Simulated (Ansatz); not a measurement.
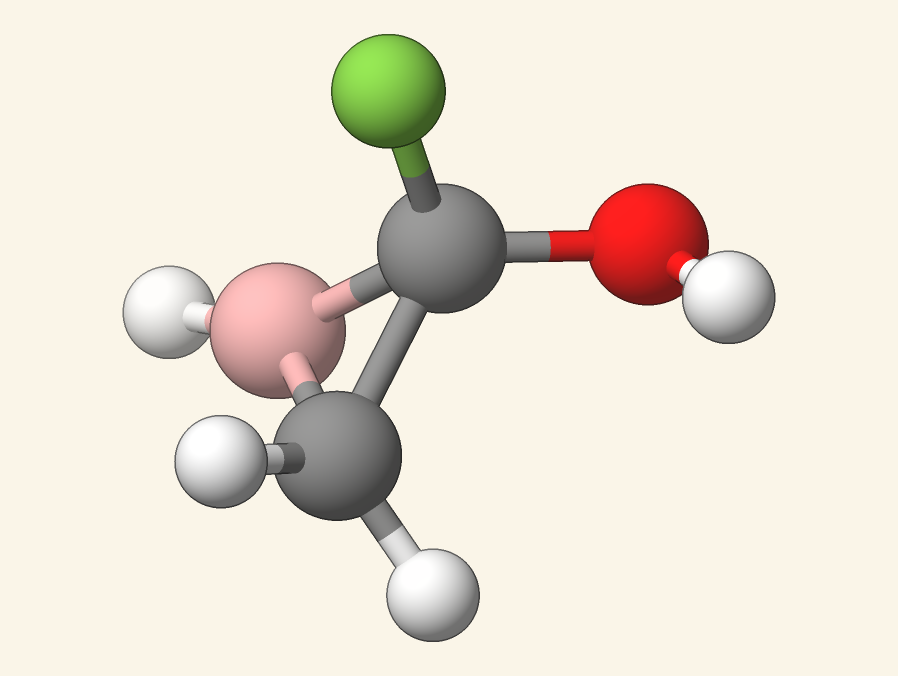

Ball-and-stick drawing of a structure. Colours: oxygen red, carbon grey, fluorine green, boron pink, hydrogen white.

The geometry was computed by an optimisation with PBE0-D4/def2-TZVP.

Which formula does it have?

C₂H₄BFO, 9 atoms: 2 carbon, 4 hydrogen, 1 boron, 1 fluorine and 1 oxygen.

Name some functional groups or characteristic bonds that it holds.

Among them: alcohol, C–F bond, B–H bond.

Write the SMILES.

O[C@@]1(F)BC1

Give the symmetry (Schoenflies symbol).

C1.

The parts below concern this one geometry. Atoms keep their numbers from picture to picture.

**Vibrations**

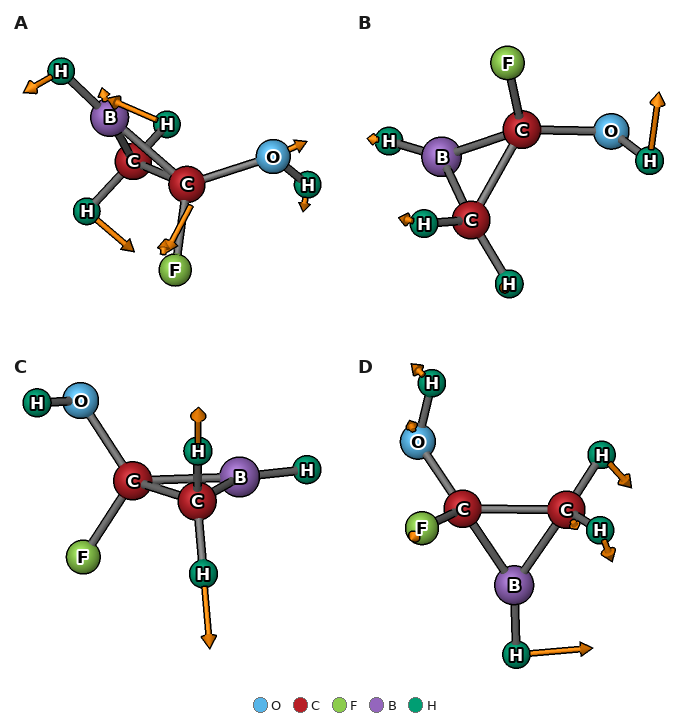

4 normal modes of one molecule or complex, as arrows. Harmonic vibrations computed with RKS PBE0-D4/def2-TZVP (Ansatz 0.2.0) at a stationary point of the same level.

Match the panels to the wavenumbers 393 cm⁻¹, 707 cm⁻¹, 1174 cm⁻¹, 3106 cm⁻¹.

A: 1174 cm⁻¹
B: 393 cm⁻¹
C: 3106 cm⁻¹, in-phase stretching of 2 C–H bonds
D: 707 cm⁻¹

**Levels of theory compared**

Program: Ansatz 0.2.0.

At this fixed geometry, give HOMO–LUMO gap (eV), HOMO energy (eV) at these levels: B97M-V/def2-TZVPP; BHLYP-D4/def2-TZVPP; BLYP-D4/def2-TZVPP; HSE06 (plane-wave form)-D4/def2-TZVPP; PBE-D4/def2-TZVPP; PBE0-D4/def2-QZVPP; r2SCAN-D4/def2-TZVPP; r2SCANh-D4/def2-TZVPP; revPBE-D4/def2-TZVPP; ωB97M-V/def2-SVP; ωB97X-V/def2-TZVPP.

```
                                level  HOMO–LUMO gap (eV)  HOMO energy (eV)
                    B97M-V/def2-TZVPP                3.70             −6.40
                  BHLYP-D4/def2-TZVPP                7.90             −8.81
                   BLYP-D4/def2-TZVPP                3.07             −5.97
HSE06 (plane-wave form)-D4/def2-TZVPP                4.65             −7.04
                    PBE-D4/def2-TZVPP                2.99             −6.04
                   PBE0-D4/def2-QZVPP                5.45             −7.49
                 r2SCAN-D4/def2-TZVPP                3.61             −6.28
                r2SCANh-D4/def2-TZVPP                4.50             −6.81
                 revPBE-D4/def2-TZVPP                3.06             −5.98
                     ωB97M-V/def2-SVP                9.82             −9.60
                   ωB97X-V/def2-TZVPP               10.15             −9.87
```

**Dipole moment**

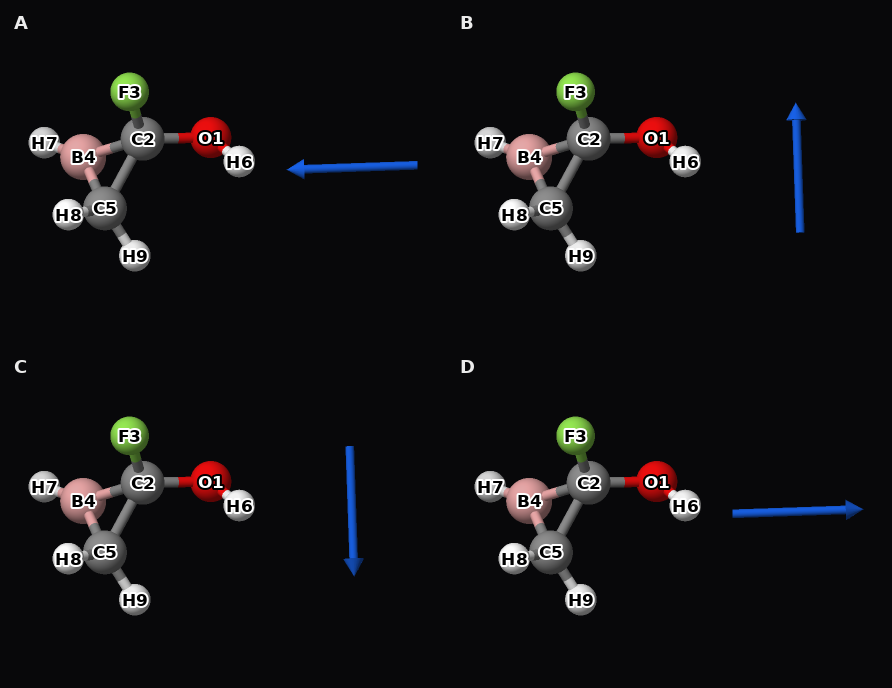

The same molecule four times, each with an arrow. Properties computed with RKS PBE-D4/def2-TZVPP (Ansatz 0.2.0).

Which arrow points along the dipole moment, from the negative to the positive end?

C. The dipole moment is 2.11 D; it points from the side of F3 to the side of H9 (the outermost atoms at the two ends).

**Charges**

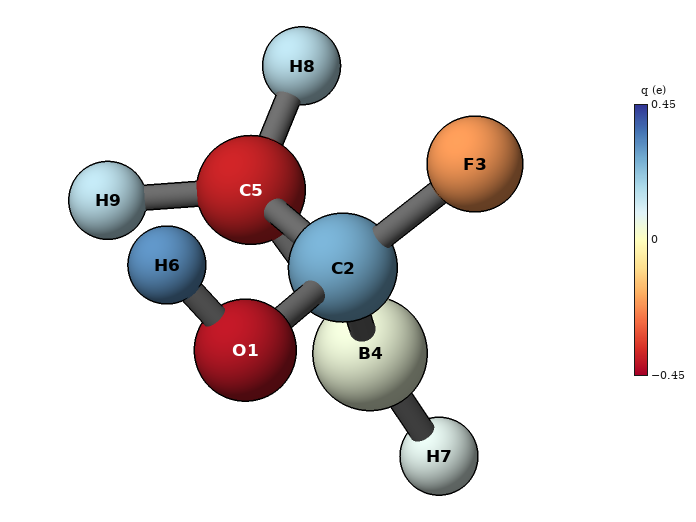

Atoms are coloured by their Mulliken charges. Level of theory: RKS PBE0-D4/def2-TZVP (Ansatz 0.2.0).

List the Mulliken charges.

```tsv
atom	value (e)
O1	−0.40
C2	0.26
F3	−0.21
B4	0.04
C5	−0.38
H6	0.31
H7	0.08
H8	0.15
H9	0.15
```

Mulliken values depend strongly on the basis set and can even reverse the polarity of a bond.
